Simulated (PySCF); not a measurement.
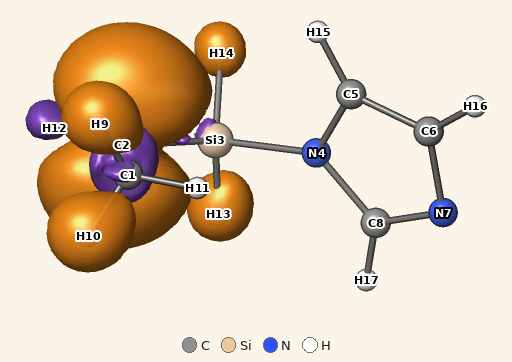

The picture shows: C$_{5}$H$_{9}$N$_{2}$Si (SMILES C[CH][SiH2]n1ccnc1) (doublet). Isosurfaces of the spin density (α minus β) at +0.015 (orange) and −0.015 e/Å³ (purple), seen from one side.

Geometry: GFN2-xTB.

Computed with PySCF, UKS B3LYP, pcH-1 on C H N Si, non-relativistic, mean-field spin-orbit, GIAO.

```xyz
17

C     1.9591    1.1346    0.2205
C     1.9105   -0.2783    0.6501
Si    0.5516   -1.4776    0.2920
N    -0.8132   -0.5571   -0.3247
C    -1.5584    0.3668    0.3635
C    -2.4859    0.8563   -0.5021
N    -2.3357    0.2583   -1.7188
C    -1.3442   -0.5667   -1.5767
H     2.1446    1.7915    1.0752
H     2.7945    1.2953   -0.4682
H     1.0399    1.4441   -0.2709
H     2.7833   -0.6228    1.1871
H     0.8345   -2.4359   -0.7832
H     0.0836   -2.1697    1.4982
H    -1.3606    0.5811    1.3937
H    -3.2488    1.5916   -0.3408
H    -0.9616   -1.1994   -2.3519
```

Q: Where is the unpaired spin?

A: The unpaired spin (1 electron) lies mostly on C2 (about 0.7), in electrons by Hirshfeld's partition.
